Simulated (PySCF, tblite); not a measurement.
**C₄H₁₁N₃OSi: geometry, infrared bands and NMR shifts**

Wanted: the infrared bands and NMR shifts of C₄H₁₁N₃OSi (`NC(=O)[C@H]1CC[Si]1(N)N`), by calculation.

The runs use tblite 0.8.0 and PySCF 2.14.0, with density-fitted response routines of our own; the level of theory stands in each step. All values are computed, except where a source is named. Atoms count from 0, in the outputs and in this text.

**1. The starting structure**

20 atoms, charge 0, multiplicity 1; geometry from: force field or distance geometry start.

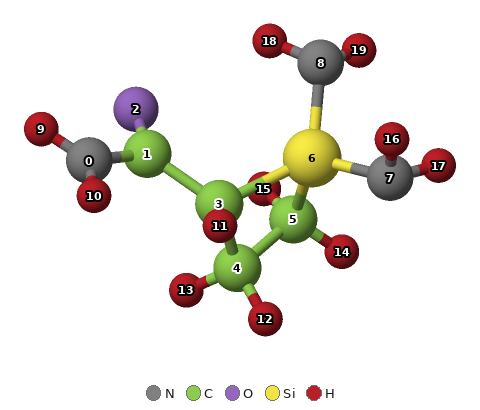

The starting geometry (nitrogen grey, carbon green, oxygen purple, silicon yellow, hydrogen red), atoms numbered.

**2. Relaxing the molecule with GFN2-xTB**

Job settings and geometry (Å):

```
{"job": {"kind": "relax", "xc": "GFN2-xTB", "basis": "xTB"}, "charge": 0, "multiplicity": 1}
N      2.948600     0.204000     0.740400
C      1.769000    -0.400500     0.356300
O      1.710000    -1.635000     0.448800
C      0.676500     0.570200    -0.145800
C      0.248400     0.412200    -1.641600
C     -0.944200    -0.573700    -1.403700
Si    -1.055600     0.080600     0.318800
N     -2.165500     1.290100     0.621300
N     -1.372800    -0.976100     1.572000
H      3.691000    -0.380500     1.076700
H      3.077800     1.204200     0.692600
H      0.898500     1.602500     0.118600
H     -0.065500     1.368200    -2.096100
H      1.034800     0.006500    -2.307200
H     -1.802600    -0.409400    -2.055600
H     -0.649200    -1.625300    -1.449100
H     -2.096700     1.546000     1.602700
H     -3.114100     0.908400     0.522000
H     -0.607600    -1.637500     1.658000
H     -2.186100    -1.544200     1.367900
```

The run is started by

```bash
$ OMP_NUM_THREADS=1 python probes_run.py task.json out
```

The driver reads the jobs from task.json and runs them one after another.

**Question.** This job is followed by: GFN2-xTB harmonic vibrations, gas phase; GIAO PBE0/pcSseg-1 NMR shielding, non-relativistic, gas phase. What will the session give for the following? strongest single infrared mode (GFN2-xTB); zero-point energy (GFN2-xTB); ¹³C shifts against TMS (PBE0/pcSseg-1); ¹H shifts against TMS (PBE0/pcSseg-1, means over atoms taken as alike); ¹⁵N shifts against NH3 (PBE0/pcSseg-1); ¹⁷O shifts against H2O (PBE0/pcSseg-1); ²⁹Si shifts against TMS (PBE0/pcSseg-1); surface potential, least and greatest.

The runs gave:

| quantity | value |
| --- | --- |
| strongest single infrared mode (GFN2-xTB) | 1727 cm⁻¹, 448 km/mol |
| zero-point energy (GFN2-xTB) | 99.7 kcal/mol |
| ¹³C shifts against TMS (PBE0/pcSseg-1) | 176.9, 50.5, 29.5, 13.5 ppm |
| ¹H shifts against TMS (PBE0/pcSseg-1, means over atoms taken as alike) | 4.46, 4.32, 2.81, 2.54, 1.65, 1.61, 1.59, 0.71, 0.60 ppm |
| ¹⁵N shifts against NH3 (PBE0/pcSseg-1) | 112.9, 28.6, 19.3 ppm |
| ¹⁷O shifts against H2O (PBE0/pcSseg-1) | 395.0 ppm |
| ²⁹Si shifts against TMS (PBE0/pcSseg-1) | -5.2 ppm |
| surface potential, least and greatest | -2.10 V and 1.72 V |

What this shows: Over 176 steps the energy fell by 0.991 eV; of the close pairs, C5–Si6 changed most, 1.846 to 1.916 Å. No mode is imaginary among the 54: a minimum at this level. The strongest single mode, at 1727 cm⁻¹, moves mainly C1 and O2. Unscaled tight-binding wavenumbers are off by several per cent, some by more. Its intensities can rank the bands wrongly. At PBE0/pcSseg-1: The widest tensor belongs to O2: span 694 ppm, with a paramagnetic part of -462 ppm.
